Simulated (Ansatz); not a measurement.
Consider Al5Ni2Pt3.

Input file:

```
crystal:
  lattice:
    - [2.9771374, 0.0, 0.0]
    - [0.0, 2.9771374, 0.0]
    - [0.0, 0.0, 15.4765139327]
  atoms:
    - { symbol: Al, position: [0.0, 0.0, 0.6807196507] }
    - { symbol: Al, position: [0.0, 0.0, 0.8929453326] }
    - { symbol: Al, position: [0.0, 0.0, 0.1070546674] }
    - { symbol: Al, position: [0.0, 0.0, 0.3192803493] }
    - { symbol: Al, position: [0.0, 0.0, 0.5] }
    - { symbol: Ni, position: [0.5, 0.5, 0.409156842] }
    - { symbol: Ni, position: [0.5, 0.5, 0.590843158] }
    - { symbol: Pt, position: [0.5, 0.5, 0.7862249643] }
    - { symbol: Pt, position: [0.5, 0.5, 0.0] }
    - { symbol: Pt, position: [0.5, 0.5, 0.2137750357] }
basis:
  ecutwfc: 420
kpoints:
  mp_grid: { grid: [12, 12, 4] }
  band_path:
    path:
      - [[0.0, 0.0, 0.0], [0.0, 0.5, 0.0], [0.5, 0.5, 0.0], [0.0, 0.0, 0.0], [0.0, 0.0, 0.5], [0.0, 0.5, 0.5], [0.5, 0.5, 0.5], [0.0, 0.0, 0.5]]
      - [[0.0, 0.5, 0.0], [0.0, 0.5, 0.5]]
      - [[0.5, 0.5, 0.0], [0.5, 0.5, 0.5]]
    npoints: 14
hamiltonian:
  xc: pbe
scf:
  occupations: { method: gaussian, width: 0.1 }
  n_extra_bands: 25
output:
  forces: true
  stress: true
  eigenvalues: true
  populations: true
  dos: { projected: true, de: 0.02, nscf_kmesh: { grid: [15, 15, 5] } }
  bader: true
  write_density: true
  write_potential: true
  elf: true
  volumetric_format: npy
```

Command:

```sh
ansatz run input.yaml --threads 4 --pin off --max-ram 8192MiB --backend cpu --events-out ev --progress --plain --runs-dir out
```

Below, planes, directions and counts refer to the conventional cell (a = 2.98 Å, b = 2.98 Å, c = 15.48 Å, α = 90.00°, β = 90.00°, γ = 90.00°).

Space group P4/mmm; a structure generated by program, which may or may not match a known phase; computed without spin polarisation.

All numbers below come from Ansatz 0.2.0, DFT PBE, scalar-relativistic, plane waves, PAW.

**What can the converged valence pseudo-density and electron localisation function tell about the bonding?**

Al–Ni (2.52 Å): ρ at the midpoint is about 0.29 e/Å³; the ELF is about 0.40 at the midpoint.
Al–Pt (2.66 Å): the density is about 0.35 e/Å³ at the midpoint; the ELF is about 0.40 at the midpoint.
Al–Al (2.80 Å): ρ at the midpoint is about 0.22 e/Å³; the ELF reaches about 0.55 near the midpoint.
Ni–Ni (2.81 Å): ρ at the midpoint is about 0.25 e/Å³; the ELF is about 0.30 at the midpoint.
Bader's partition of the density gives Al +1.60 to +2.03, Ni −1.56 and Pt −2.03 e.

**How much charge does the calculation move between the atoms?**

Electrons move from Al towards Ni and Pt. Bader charges: Al +1.60 to +2.03, Ni −1.56 and Pt −2.03 e.

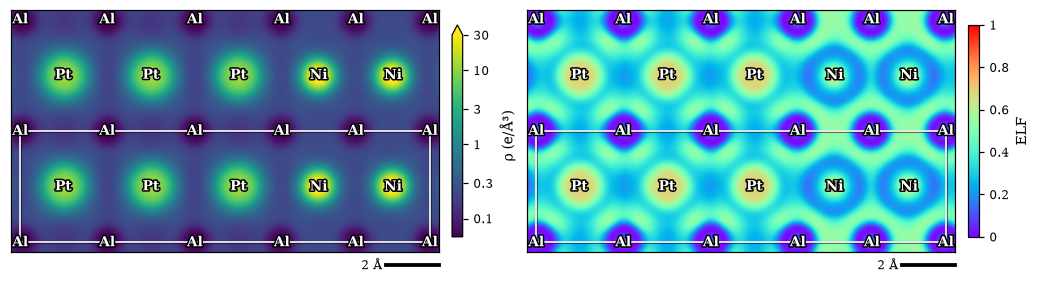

Computed valence pseudo-density and electron localisation function on the (110) plane of the conventional cell, in this order. 

The density is the valence pseudo-density of a PAW calculation; it isn't the true density close to the nuclei.
